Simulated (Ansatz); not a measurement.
# GaAs: response to strain

The reference is GaAs in the zinc blende structure (space group F-43m, No. 216; a = 5.666 Å). Axes: x, y, z lie along the cube axes.

Strains are applied to the cell and any free atomic positions relax; under biaxial strain the out-of-plane vector relaxes too.

Level of theory: Ansatz (a program for electronic structure) r2SCAN, without spin-orbit coupling, earlier PAW set.

Notes on the quantities. pressure: mean of the normal stresses, compression positive.

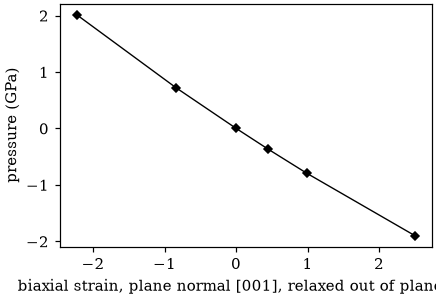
Pressure against biaxial strain, plane normal [001], relaxed out of plane

Question: From the plot, what is the pressure for biaxial strain −2.23 %, plane normal [001], relaxed out of plane?

Answer: About 2.0 GPa.

Question: Is the trend monotonic over the range shown?

Answer: Yes, it falls throughout, spanning -1.90 GPa to 2.02 GPa.

Whether these cells are dynamically stable was not tested.
